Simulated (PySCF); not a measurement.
# CH5Si (SMILES [CH2][SiH3]) at 3 levels

Aim: a comparison of 3 runs (U-r2SCAN/STO-3G, UMP2/STO-3G, ROCCSD(T)/STO-3G) of CH5Si. 

The results are computed with PySCF 2.14.0.

2 further runs of the same task are left out: 2 set aside as unsound or not needed.

## Step 1: The molecule

The species is CH5Si (7 atoms), meant as a doublet with charge 0. SMILES: `[CH2][SiH3]`. The shape is that of a PBE0-D4/def2-TZVP optimisation.

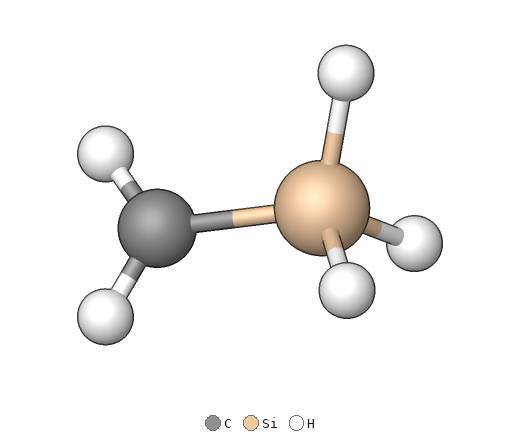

Viewed from a chosen angle; carbon grey, silicon light orange, hydrogen white.

## Step 2: A single-point energy at U-r2SCAN/STO-3G (run 1)

job.py

```python
# [CH2][SiH3]
from pyscf import gto, dft

molecule = gto.M(
    atom=[
    ('C', (-0.172600, -1.103000, 0.047400)),
    ('Si', (0.132300, 0.709800, -0.029000)),
    ('H', (-1.139000, -1.522200, 0.308500)),
    ('H', (0.588300, -1.834800, -0.203800)),
    ('H', (-0.191200, 1.256600, -1.379100)),
    ('H', (-0.719700, 1.420100, 0.961800)),
    ('H', (1.563100, 1.005600, 0.248500)),
],
    max_memory=1860,
    verbose=3,
    spin=1,
    basis='sto-3g',
)

ks = dft.UKS(molecule, xc='r2scan')
ks.grids.level = 5
ks.conv_tol = 1e-10
ks.kernel()
if not ks.converged:
    ks = ks.newton().run(ks.mo_coeff, ks.mo_occ)

e_tot = ks.e_tot
print('E(%s) = %.9f' % ('R2SCAN', e_tot))
```

Started as:

```bash
$ OMP_NUM_THREADS=1 python job.py
```

The program printed:

```text
converged SCF energy = -326.651399924223  <S^2> = 0.75723998  2S+1 = 2.0072269
E(R2SCAN) = -326.651399924
```

Wall time 8.4 s (1 thread of Arm Neoverse V1, shared host); peak memory 0.24 GiB.

## Step 3: The energy at UMP2/STO-3G (run 2)

calc.py

```python
# [CH2][SiH3]
from pyscf import gto, scf, mp

mol = gto.M(
    atom='''
C   -0.172600  -1.103000   0.047400
Si   0.132300   0.709800  -0.029000
H   -1.139000  -1.522200   0.308500
H    0.588300  -1.834800  -0.203800
H   -0.191200   1.256600  -1.379100
H   -0.719700   1.420100   0.961800
H    1.563100   1.005600   0.248500
''',
    spin=1,
    max_memory=1860,
    charge=0,
    verbose=3,
    basis='sto-3g',
)

mf = scf.UHF(mol)
mf.conv_tol = 1e-10
mf.kernel()
if not mf.converged:
    mf = mf.newton().run(mf.mo_coeff, mf.mo_occ)

pt = mp.MP2(mf, frozen=6).run()
energy = pt.e_tot
print('Final energy', energy)
```

Started as:

```bash
$ OMP_NUM_THREADS=1 python calc.py
```

The program printed:

```text
converged SCF energy = -325.861611993387  <S^2> = 0.76729993  2S+1 = 2.0172258
E(UMP2) = -325.93892567587  E_corr = -0.0773136824839303
E(SCS-UMP2) = -325.950551863847  E_corr = -0.0889398704609133
Final energy -325.93892567587045
```

Run time: 0.88 s. Hardware: 1 thread of Arm Neoverse V1, shared host; peak memory 0.12 GiB.

## Step 4: The energy at ROCCSD(T)/STO-3G (run 3)

job.py

```python
from pyscf import gto, scf, cc

molecule = gto.M(
    atom='''
C     -0.326167    -2.084368     0.089573
Si     0.250011     1.341328    -0.054802
H     -2.152398    -2.876541     0.582981
H      1.111726    -3.467269    -0.385126
H     -0.361316     2.374630    -2.606121
H     -1.360036     2.683600     1.817539
H      2.953831     1.900309     0.469597
''',
    verbose=3,
    spin=1,
    unit='bohr',
    max_memory=1860,
    basis='sto-3g',
)

calc0 = scf.ROHF(molecule)
calc0.conv_tol = 1e-10
calc0.kernel()
if not calc0.converged:
    calc0 = calc0.newton().run(calc0.mo_coeff, calc0.mo_occ)

mycc = cc.CCSD(calc0, frozen=6)
mycc.kernel()
e_t = mycc.ccsd_t()
etot = mycc.e_tot + e_t
print('Final energy', etot)
```

Started as:

```bash
$ OMP_NUM_THREADS=1 python job.py
```

The program printed:

```text
converged SCF energy = -325.857091415428

WARN: RCCSD method does not support ROHF method. ROHF object is converted to UHF object and UCCSD method is called.

E(UCCSD) = -325.9750850053611  E_corr = -0.1179935899327905
UCCSD(T) correction = -0.00074823443133799
Final energy -325.97583323979245
```

Run time: 0.95 s. Hardware: 1 thread of Arm Neoverse V1, shared host; peak memory 0.12 GiB.

## Step 5: All runs side by side

| run | level | integration grid | frozen core orbitals | energy (Eh) | dipole moment (D) of the reference | HOMO energy (eV) | LUMO energy (eV) | wall time |
| --- | --- | --- | --- | --- | --- | --- | --- | --- |
| 1 | U-r2SCAN/STO-3G | 5 | – | -326.651400 | 0.15 | -3.37 | 1.43 | 8.4 s |
| 2 | UMP2/STO-3G | – | 6 | -325.938926 | 0.13 | -8.90 | 8.47 | 0.88 s |
| 3 | ROCCSD(T)/STO-3G | – | 6 | -325.975833 | 0.12 | – | – | 0.95 s |

## Step 6: Results

| quantity | value |
| --- | --- |
| run 3: total energy | -325.97583 Eh |
| run 3: dipole moment (Hartree–Fock density) | 0.12 D |
| run 3: correlation energy (6 core orbitals frozen) | -118.7 mEh |
| run 3: (T) correction | -0.75 mEh |
| run 3: ⟨S²⟩ of the reference determinant | 0.750 |
| run 3: T1 diagnostic | 0.014 |

What this shows: In runs 1, 2, 3 the basis is minimal, so the values are rough. All runs together took 10 s, the longest 8.4 s.
